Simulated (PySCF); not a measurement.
## Electronic structure of GaAs (triplet) in real space

```
atom   x (Å)   y (Å)    z (Å)
  Ga  0.0000  0.0000  -1.3386
  As  0.0000  0.0000   1.2314
```

The calculation used PySCF 2.14.0, PBE0/cc-pVTZ(-PP), non-relativistic Hamiltonian with scalar-relativistic core potentials where named, at a bond length of 2.570 Å.

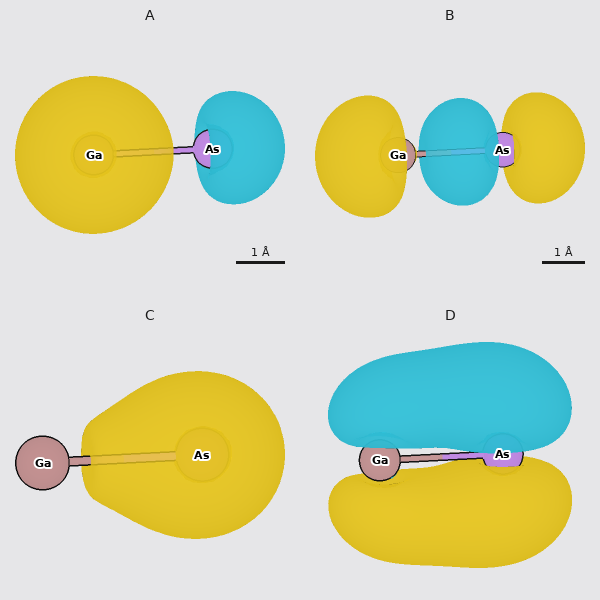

Figure 1. Four frontier β-spin orbitals, each drawn at the value that holds 80 % of its norm (yellow and cyan are the two phases), in no order; of a degenerate pair one member is drawn.

Name the orbitals and rank them from lowest to highest energy.

Answer. Orbital C: σ, occupied in this spin, −14.58 eV; mainly on As (85 %).
Orbital A: σ, occupied in this spin, −9.86 eV; mainly on Ga (75 %).
Orbital B: σ, occupied in this spin, −5.31 eV; shared between the atoms (Ga 45 %, As 55 %).
Orbital D: π, empty in this spin, −3.13 eV; bonding, with no node between the atoms.

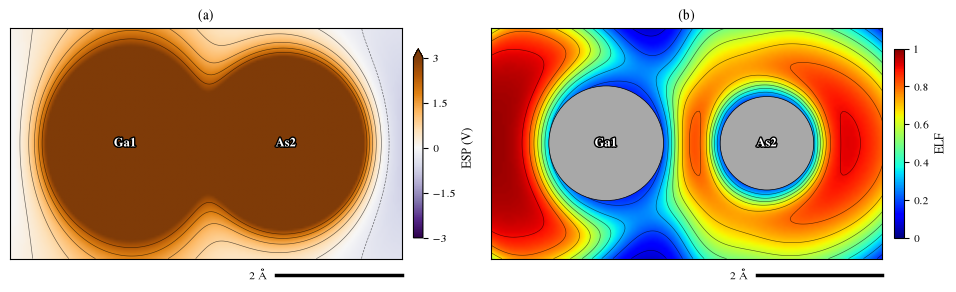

Figure 2. (a) electrostatic potential; (b) electron localisation function on a plane that holds the molecular axis. Grey discs cover the atomic cores in the ELF map.

Read the bonding off the picture.

Answer. The section cuts through Ga and As sites.
Ga–As (2.57 Å): the ELF peaks at about 0.80 in the valence shell of As, 1.2 Å from its nucleus, and is about 0.75 at the midpoint.
The ELF also peaks beside As2, away from the bonds: non-bonding electrons, paired or unpaired.
Outside the dense part of the molecule the potential is most negative (−0.7 V) near As2.

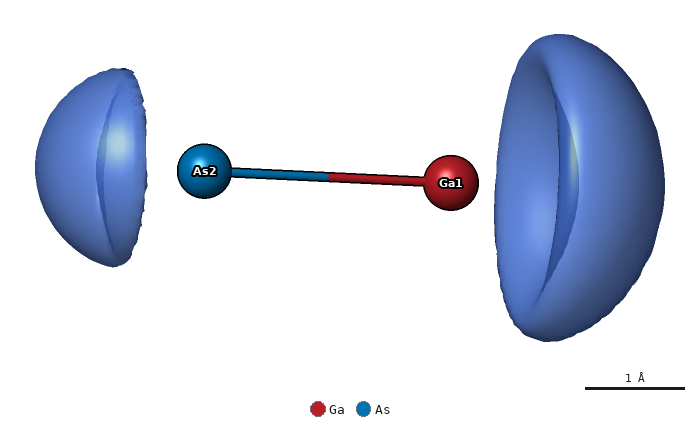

Figure 3. Isosurface of the ELF at 0.85 (blue), seen from one side. Only the valence region is drawn (cores and ρ < 0.01 e/Å³ removed).

Identify the bonds, lone pairs and shells in this picture.

Answer. At this value the surface marks out one lobe on As, pointing away from the bonds (non-bonding electrons) and one lobe on Ga, pointing away from the bonds (non-bonding electrons).
